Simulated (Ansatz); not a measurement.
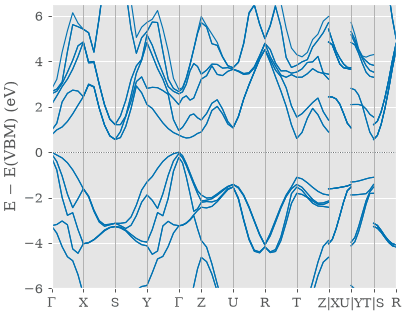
Figure. Band structure from r²SCAN with spin–orbit coupling (plane waves, PAW; program Ansatz)

The gap is 0.54 eV; an edge lies off the plotted path or next to a special point (maximum at Γ, minimum on the S–Y line, 5 % of the way from S).

The material is SiGe in space group Pmma (No. 51; Si on 2e, Ge on 2f).

The start of the workflow was typed in or built on a structure type; neither database checked (COD, Materials Project) lists it. Whether it is the stable phase at ambient conditions was not checked. The cell was relaxed with r²SCAN under the symmetry of its start; whether a distortion lowers the energy is not shown.

Potentials: the earlier of the program's two PAW sets.
